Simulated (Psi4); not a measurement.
Run report: InH₂SO, single-point calculation

InH₂SO, multiplicity 2, SMILES [OH][In][SH], computed with CASSCF/LANL2DZ, ROHF, core potentials LANL2DZ (Psi4 1.11).

The geometry comes from this level: GFN2-xTB.

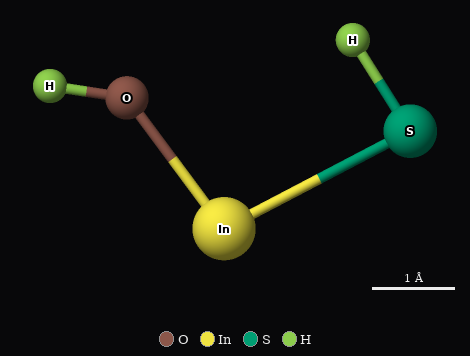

Figure 1. The input geometry (ball-and-stick view, seen on its broad side). Sticks mark near contacts.

Results in brief:

| quantity | value |
| --- | --- |
| outcome | converged |
| total energy | −87.658996 hartree |
| SCF energy | −87.734104 hartree |
| CASSCF energy | −87.658996 hartree |
| correlation energy | 0.075108 hartree |
| basis functions | 29 |
| hardware | 1 thread of Intel Xeon @ 2.90GHz (Ice Lake), 64 GiB of memory available, shared host |
| wall time | 2.2 s |
| peak memory | 0.19 GiB |

Remarks:

Settings chosen away from the usual ones: guess set to sap. The record of the run, not the program, notes: active space taken by orbital order; may be a local solution.

The input (job.py):
```python
import psi4

psi4.set_memory('1600 MB')
psi4.set_num_threads(1)
psi4.set_output_file('run.log', False)

m = psi4.geometry("""
0 2
O
In 1 1.99525
S 2 2.570921 1 98.87688
H 1 0.952735 2 135.02544 3 -174.82536
H 3 1.322695 2 85.48859 1 -2.05627
units angstrom
symmetry c1
""")

options = {'basis': 'LANL2DZ', 'reference': 'rohf', 'scf_type': 'disk_df', 'restricted_docc': [8], 'mcscf_type': 'df', 'mcscf_algorithm': 'ts', 'mcscf_maxiter': 60, 'active': [3], 'num_roots': 3, 'avg_states': [0, 1, 2], 'nat_orbs': True, 'mcscf_r_convergence': 0.0001, 'mcscf_e_convergence': 1e-06, 'guess': 'sap', 'maxiter': 50}
psi4.set_options(options)

energy_value, wavefunction = psi4.energy('casscf', molecule=m, return_wfn=True)
print(f'total energy {energy_value:.8f} hartree = {energy_value * 27.211386:.5f} eV')
```

Run as:
```bash
python job.py
```

Log:
```
:17:56:33,5 INFO     [psi4.driver.driver:534] Return energy(): -87.65899608277738
,

    h
    h
    h

    -----------------------------------------------------------------------

    Memory:     1.5 GiB
    Threads:    1
                ecpint, einsums, f̶o̶r̶t̶e̶, gauxc, gcp, g̶d̶m̶a̶, geometric, g̶p̶u̶_̶d̶f̶c̶c̶,
                i̶n̶t̶e̶g̶r̶a̶t̶o̶r̶x̶x̶, i̶p̶i̶, libefp, m̶d̶i̶, m̶p̶2̶d̶, m̶r̶c̶c̶, ooo,
                o̶p̶e̶n̶f̶e̶r̶m̶i̶o̶n̶p̶s̶i̶4̶, pcmsolver, p̶s̶i̶4̶f̶o̶c̶k̶c̶i̶, p̶s̶i̶x̶a̶s̶,
                p̶y̶e̶i̶n̶s̶u̶m̶s̶, r̶e̶s̶p̶, s̶i̶m̶i̶n̶t̶, s̶n̶s̶m̶p̶2̶,
                v̶2̶r̶d̶m̶_̶c̶a̶s̶s̶c̶f̶

   => Loading Basis Set <=

    Name: LANL2DZ
    Role: ORBITAL
    Keyword: BASIS

    !!!  WARNING: ECP capability is in beta. Please check occupations closely.  !!!

         ---------------------------------------------------------
                                   SCF
                             ROHF Reference
                        1 Threads,   1525 MiB Core
         ---------------------------------------------------------

  ==> Geometry <==

    Molecular point group: c1
    Full point group: C1

    Geometry (in Angstrom), charge = 0, multiplicity = 2:

       Center              X                  Y                   Z               Mass
    ------------   -----------------  -----------------  -----------------  -----------------
         O           -0.000082034446     0.504580827863    -1.856679442498    15.994914619570
         IN          -0.000082034446     0.504580827863     0.138570557502   114.903878776000
         S           -0.000082034446    -2.035546230802     0.535293778501    31.972071174400
         H            0.060651862819     1.175222574733    -2.530663879487     1.007825032230
         H           -0.047394580380    -2.136096274885    -0.782724914332     1.007825032230

  Running in c1 symmetry.

  Rotational constants: A =      0.29393  B =      0.08965  C =      0.06870 [cm^-1]
  Rotational constants: A =   8811.83971  B =   2687.76117  C =   2059.65607 [MHz]
  Nuclear repulsion =   27.679525819749500

  Charge       = 0
  Multiplicity = 2
  Electrons    = 19
  Nalpha       = 10
  Nbeta        = 9

  ==> Algorithm <==

  SCF Algorithm Type is DISK_DF.
  DIIS enabled.
  MOM disabled.
  Fractional occupation disabled.
  Guess Type is SAP.
  Energy threshold   = 1.00e-08
  Density threshold  = 1.00e-08
  Integral threshold = 1.00e-12

  ==> Primary Basis <==

  Basis Set: LANL2DZ
    Blend: LANL2DZ
    Number of shells: 17
    Number of basis functions: 29
    Number of Cartesian functions: 29
    Spherical Harmonics?: false
    Max angular momentum: 1

  Core potential: LANL2DZ
    Number of shells: 7
    Number of ECP primitives: 36
    Number of ECP core electrons: 56
    Max angular momentum: 3

   => Loading Basis Set <=

    Name: (LANL2DZ AUX)
    Role: JKFIT
    Keyword: DF_BASIS_SCF

  ==> Integral Setup <==

  ==> DiskDFJK: Density-Fitted J/K Matrices <==

    J tasked:                  Yes
    K tasked:                  Yes
    wK tasked:                  No
    Integrals threads:           1
    Memory [MiB]:             1144
    Algorithm:                Core
    Integral Cache:           NONE
    Schwarz Cutoff:          1E-12
    Fitting Condition:       1E-10

   => Auxiliary Basis Set <=

  Basis Set: (LANL2DZ AUX)
    Blend: DEF2-UNIVERSAL-JKFIT
    Number of shells: 121
    Number of basis functions: 597
    Number of Cartesian functions: 597
    Spherical Harmonics?: false
    Max angular momentum: 5

  Minimum eigenvalue in the overlap matrix is 4.2770010904E-02.
  Reciprocal condition number of the overlap matrix is 1.2168237827E-02.
    Using symmetric orthogonalization.

  ==> Pre-Iterations <==

  ==> SAP guess <==

   => Molecular Quadrature <=

    Radial Scheme          =       TREUTLER
    Pruning Scheme         =           NONE
    Nuclear Scheme         =       TREUTLER

    Blocking Scheme        =         OCTREE
    BS radius alpha        =              1
    Pruning alpha          =              1
    Radial Points          =             75
    Spherical Points       =            302
    Total Points           =         108693
    Total Blocks           =            886
    Max Points             =            256
    Max Functions          =             29
    Weights Tolerance      =       1.00E-15

   -------------------------------------------------------
    Irrep   Nso     Nmo     Nalpha   Nbeta   Ndocc  Nsocc
   -------------------------------------------------------
     A         29      29      10       9       9       1
   -------------------------------------------------------
    Total      29      29      10       9       9       1
   -------------------------------------------------------

  ==> Iterations <==

                           Total Energy        Delta E     RMS |[F,P]|

   @DF-ROHF iter   1:   -71.50942636199059   -7.15094e+01   2.42196e-01 DIIS
   @DF-ROHF iter   2:   -85.57974320566737   -1.40703e+01   4.77100e-02 DIIS
   @DF-ROHF iter   3:   -83.04275477559230    2.53699e+00   5.65618e-02 DIIS
   @DF-ROHF iter   4:   -87.61447601346001   -4.57172e+00   9.89183e-03 DIIS
   @DF-ROHF iter   5:   -87.70818099606190   -9.37050e-02   4.02301e-03 DIIS
   @DF-ROHF iter   6:   -87.73058412816948   -2.24031e-02   1.09640e-03 DIIS
   @DF-ROHF iter   7:   -87.73326768857282   -2.68356e-03   3.90496e-04 DIIS
   @DF-ROHF iter   8:   -87.73399730102967   -7.29612e-04   1.85535e-04 DIIS
   @DF-ROHF iter   9:   -87.73409896389046   -1.01663e-04   3.69191e-05 DIIS
   @DF-ROHF iter  10:   -87.73410394367230   -4.97978e-06   5.86378e-06 DIIS
   @DF-ROHF iter  11:   -87.73410402333340   -7.96611e-08   2.57694e-06 DIIS
   @DF-ROHF iter  12:   -87.73410403975109   -1.64177e-08   6.22180e-07 DIIS
   @DF-ROHF iter  13:   -87.73410404167606   -1.92497e-09   1.21752e-07 DIIS
   @DF-ROHF iter  14:   -87.73410404174099   -6.49294e-11   3.09295e-08 DIIS
   @DF-ROHF iter  15:   -87.73410404174477   -3.78009e-12   7.75231e-09 DIIS
  Energy and wave function converged.

  ==> Post-Iterations <==

    Orbital Energies [Eh]
    ---------------------

    Doubly Occupied:

       1A    -20.512295     2A     -1.264416     3A     -0.930603
       4A     -0.642105     5A     -0.510813     6A     -0.474618
       7A     -0.462951     8A     -0.406160     9A     -0.357114

    Singly Occupied:

      10A     -0.188891

    Virtual:

      11A      0.033083    12A      0.085060    13A      0.112126
      14A      0.226836    15A      0.261124    16A      0.271824
      17A      0.342329    18A      0.366959    19A      0.697371
      20A      0.734457    21A      0.761650    22A      0.927526
      23A      0.943218    24A      1.129603    25A      1.215356
      26A      1.269951    27A      1.708253    28A      7.659255
      29A     12.019129

    Final Occupation by Irrep:
              A
    DOCC [     9 ]
    SOCC [     1 ]
    NA   [    10 ]
    NB   [     9 ]

  @DF-ROHF Final Energy:   -87.73410404174477

   => Energetics <=

    Nuclear Repulsion Energy =             27.6795258197495002
    One-Electron Energy =                -179.3565875298714900
    Two-Electron Energy =                  63.9429576683772183
    Total Energy =                        -87.7341040417447715

Computation Completed

Properties will be evaluated at   0.000000,   0.000000,   0.000000 [a0]

Properties computed using the SCF density matrix

 Multipole Moments:

 ------------------------------------------------------------------------------------
     Multipole            Electronic (a.u.)      Nuclear  (a.u.)        Total (a.u.)
 ------------------------------------------------------------------------------------

 L = 1.  Multiply by 2.5417464519 to convert [e a0] to [Debye]
 Dipole X            :          0.0115433            0.0224172            0.0339605
 Dipole Y            :         16.5166474          -14.4068222            2.1098252
 Dipole Z            :         27.6690761          -27.4753895            0.1936865
 Magnitude           :                                                    2.1189691

 ------------------------------------------------------------------------------------

	total time  =          1 seconds =       0.02 minutes
  Constructing Basis Sets for MCSCF...

   => Loading Basis Set <=

    Name: (LANL2DZ AUX)
    Role: JKFIT
    Keyword: DF_BASIS_SCF

         ---------------------------------------------------------
                Multi-Configurational Self-Consistent Field
                            (a 'D E T C I' module)

         ---------------------------------------------------------

Warning: iopen=0,opentype!=closed. Making iopen=1

   ==> Parameters <==

    EX LEVEL       =        3      H0 BLOCKSIZE  =     1000
    VAL EX LEVEL   =        0      H0 GUESS SIZE =     1000
    H0COUPLINGSIZE =        0      H0 COUPLING   =       NO
    MAXITER        =       12      NUM PRINT     =       20
    NUM ROOTS      =        3      ICORE         =        1
    PRINT LVL      =        1      FCI           =      YES
    R CONV         = 1.00e-07      MIXED         =      YES
    E CONV         = 1.00e-06      MIXED4        =      YES
    R4S            =       NO      REPL OTF      =       NO
    DIAG METHOD    =      SEM      FOLLOW ROOT   =        0
    PRECONDITIONER = DAVIDSON      UPDATE        = DAVIDSON
    S              =   0.5000      Ms0           =       NO
    GUESS VECTOR   =  H0BLOCK      OPENTYPE      = HIGHSPIN
    COLLAPSE SIZE  =        1      HD AVG        = EVANGELISTI
    MAX NUM VECS   =       39      REF SYM       =     AUTO
    IOPEN        =      YES

    EX ALLOW       =  1  1  1
    STATE AVERAGE  =  0(0.33)  1(0.33)  2(0.33)

   ==> CI Orbital and Space information <==

   ------------------------------------
               Space    Total     A
   ------------------------------------
                 Nso       29    29
                 Nmo       29    29
               Ndocc        9     9
               Nsocc        1     1
   ------------------------------------
               MCSCF Spaces
   ------------------------------------
         Frozen DOCC        0     0
     Restricted DOCC        8     8
              Active        3     3
     Restricted UOCC       18    18
         Frozen UOCC        0     0
   ------------------------------------

   ==> Setting up CI strings <==

    There are 3 alpha and 3 beta strings
    The CI space requires 9 (9.00E+00) determinants and 1 blocks

   ==> Setting up DF-MCSCF integrals <==

  ==> DiskDFJK: Density-Fitted J/K Matrices <==

    J tasked:                  Yes
    K tasked:                  Yes
    wK tasked:                  No
    Integrals threads:           1
    Memory [MiB]:             1220
    Algorithm:                Core
    Integral Cache:           NONE
    Schwarz Cutoff:          1E-12
    Fitting Condition:       1E-10

   => Auxiliary Basis Set <=

  Basis Set: (LANL2DZ AUX)
    Blend: DEF2-UNIVERSAL-JKFIT
    Number of shells: 121
    Number of basis functions: 597
    Number of Cartesian functions: 597
    Spherical Harmonics?: false
    Max angular momentum: 5

  DFHelper Memory: AOs need 0.007 GiB; user supplied 1.192 GiB.
  SCF_SUBTYPE=INCORE selected. In-core MEM_DF algorithm will be used.
  Using in-core AOs.

   ==> Starting DF-MCSCF iterations <==

           Iter         Total Energy       Delta E   Orb RMS    CI RMS  NCI NORB
   @DF-MCSCF  1:    -87.637736818344    9.6367e-02  1.45e-02  3.23e-14    1    1  Initial CI
   @DF-MCSCF  2:    -87.655298980698   -1.7562e-02  4.75e-03  1.16e-14    2    1  TS
   @DF-MCSCF  3:    -87.658174140234   -2.8752e-03  2.13e-03  5.09e-15    2    1  TS
   @DF-MCSCF  4:    -87.658789724277   -6.1558e-04  1.09e-03  3.25e-15    2    1  TS, DIIS
   @DF-MCSCF  5:    -87.658939186972   -1.4946e-04  7.50e-04  7.82e-15    2    1  TS, DIIS
   @DF-MCSCF  6:    -87.658978596304   -3.9409e-05  4.58e-04  2.91e-15    2    1  TS, DIIS
   @DF-MCSCF  7:    -87.658994372523   -1.5776e-05  1.16e-04  8.70e-15    2    1  TS, DIIS
   @DF-MCSCF  8:    -87.658995989550   -1.6170e-06  7.33e-05  6.09e-15    2    1  TS, DIIS
   @DF-MCSCF  9:    -87.658996082777   -9.3227e-08  4.35e-05  5.86e-15    2    1  TS, DIIS

          @DF-MCSCF has converged!

   @DF-MCSCF Final Energy:  -87.658996082777350

   Computing CI Natural Orbitals

   ==> Starting CI iterations <==

    H0 Block Eigenvalue = -87.72165002

    Simultaneous Expansion Method (Block Davidson Method)
    Using 3 initial trial vectors

     Iter   Root       Total Energy       Delta E      C RMS

   @CI  0:     0    -87.721650015550   -1.9068E+00   2.4220E-14
   @CI  0:     1    -87.670078936937   -1.8553E+00   1.1156E-14
   @CI  0:     2    -87.585259295845   -1.7704E+00   9.3733E-15

    Warning: Norm of correction (root 0) is < 1.0E-13
    Warning: Norm of correction (root 1) is < 1.0E-13
    Warning: Norm of correction (root 2) is < 1.0E-13
   @CI  1:     0    -87.721650015550   -6.6613E-16   1.1176E-14 c
   @CI  1:     1    -87.670078936937   8.8818E-16   4.8753E-15 c
   @CI  1:     2    -87.585259295845   -8.8818E-16   3.0052E-15 c

   ==> Energetics <==

    SCF energy =          -87.734104041744772
    Total MCSCF energy =  -87.658996082777350

   ==> MCSCF root 0 information <==

    MCSCF Root 0 energy =   -87.721650015550026

   Active Space Natural occupation numbers:

         A   1.998163         A   1.000001         A   0.001836

   The 9 most important determinants:

    *   1   -0.996706  (    0,    0)  9AX 10AA
    *   2   -0.060318  (    2,    0)  9AB 10AA 11AA
    *   3    0.045686  (    0,    2)  9AA 10AA 11AB
    *   4   -0.024774  (    2,    2)  10AA 11AX
    *   5   -0.014632  (    1,    1)  9AA 10AB 11AA
    *   6    0.004233  (    1,    0)  9AX 11AA
    *   7    0.002080  (    0,    1)  9AA 10AX
    *   8   -0.000918  (    2,    1)  10AX 11AA
    *   9   -0.000047  (    1,    2)  9AA 11AX

   ==> MCSCF root 1 information <==

    MCSCF Root 1 energy =   -87.670078936936918

   Active Space Natural occupation numbers:

         A   1.981395         A   1.000238         A   0.018366

   The 9 most important determinants:

    *   1    0.991996  (    0,    1)  9AA 10AX
    *   2   -0.093625  (    1,    2)  9AA 11AX
    *   3   -0.081460  (    2,    1)  10AX 11AA
    *   4    0.023121  (    1,    0)  9AX 11AA
    *   5    0.002099  (    0,    0)  9AX 10AA
    *   6    0.001618  (    2,    0)  9AB 10AA 11AA
    *   7   -0.000856  (    0,    2)  9AA 10AA 11AB
    *   8    0.000762  (    1,    1)  9AA 10AB 11AA
    *   9    0.000018  (    2,    2)  10AA 11AX

   ==> MCSCF root 2 information <==

    MCSCF Root 2 energy =   -87.585259295845191

   Active Space Natural occupation numbers:

         A   1.998631         A   0.999511         A   0.001858

   The 9 most important determinants:

    *   1    0.999217  (    1,    0)  9AX 11AA
    *   2    0.024875  (    1,    2)  9AA 11AX
    *   3   -0.022627  (    0,    1)  9AA 10AX
    *   4   -0.020411  (    2,    1)  10AX 11AA
    *   5    0.004170  (    0,    0)  9AX 10AA
    *   6    0.000473  (    2,    0)  9AB 10AA 11AA
    *   7   -0.000457  (    0,    2)  9AA 10AA 11AB
    *   8   -0.000249  (    2,    2)  10AA 11AX
    *   9    0.000017  (    1,    1)  9AA 10AB 11AA

Properties will be evaluated at   0.000000,   0.000000,   0.000000 [a0]

Properties computed using the CASSCF density matrix

 Multipole Moments:

 ------------------------------------------------------------------------------------
     Multipole            Electronic (a.u.)      Nuclear  (a.u.)        Total (a.u.)
 ------------------------------------------------------------------------------------

 L = 1.  Multiply by 2.5417464519 to convert [e a0] to [Debye]
 Dipole X            :          0.0139402            0.0224172            0.0363575
 Dipole Y            :         15.3923573          -14.4068222            0.9855351
 Dipole Z            :         27.7114793          -27.4753895            0.2360898
 Magnitude           :                                                    1.0140709

 ------------------------------------------------------------------------------------
```
